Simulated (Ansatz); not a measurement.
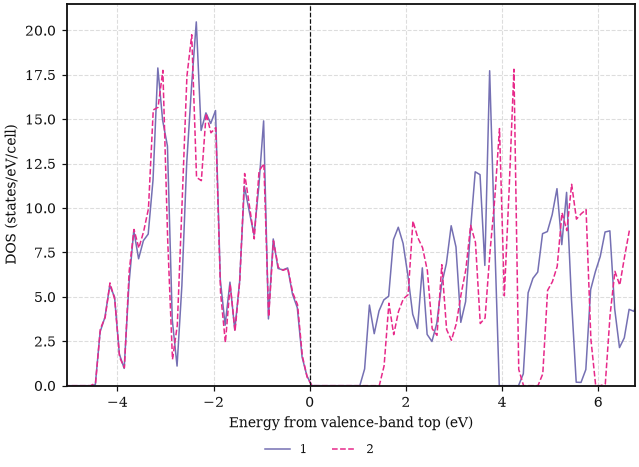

Total densities of states of HfZr2S6, space group R-3 (No. 148), 9 atoms in the cell, by two methods on the same cell. Each is counted from its own valence-band top.

Which curve is which? The methods: PBEsol, r2SCAN.

1 is PBEsol; 2 is r2SCAN. PBEsol gives a gap of 1.08 eV and r2SCAN gives a gap of 1.49 eV.

Settings. PBEsol: DFT PBEsol, scalar-relativistic, plane waves, PAW, no spin polarisation, 6×6×6 k mesh, 420 eV cutoff (Ansatz). r2SCAN: DFT r2SCAN, scalar-relativistic, plane waves, PAW, no spin polarisation, 6×6×6 k mesh, 500 eV cutoff (Ansatz).

The structure is an invented one, so it need not be a known or stable phase. Spin-orbit coupling is left out, which matters for Hf.
